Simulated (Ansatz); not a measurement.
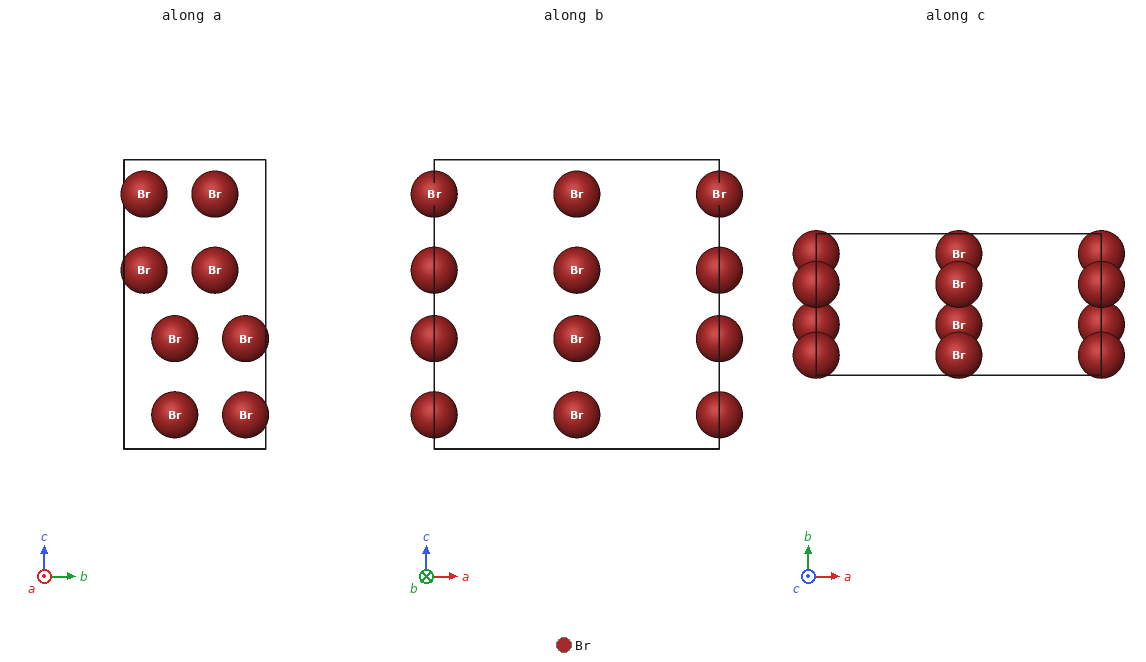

A spheres-only rendering, viewed along the a axis, along the b axis and along the c axis. The outline marks the conventional unit cell.

Size of the cell: a = 8.60 Å, b = 4.27 Å, c = 8.71 Å, α = 90.00°, β = 90.00°, γ = 90.00°.

What is the number of atoms per cell?

8 (bromine), counting shared atoms by their share.

What lattice type does the structure have?

Base-centred orthorhombic.

Which of the 230 space groups is it?

Cmce (No. 64), with Br on 8f.

The model was built from a structure type known for this element. The structure drawn was relaxed with Ansatz, DFT PBE, scalar-relativistic, plane waves, PAW.
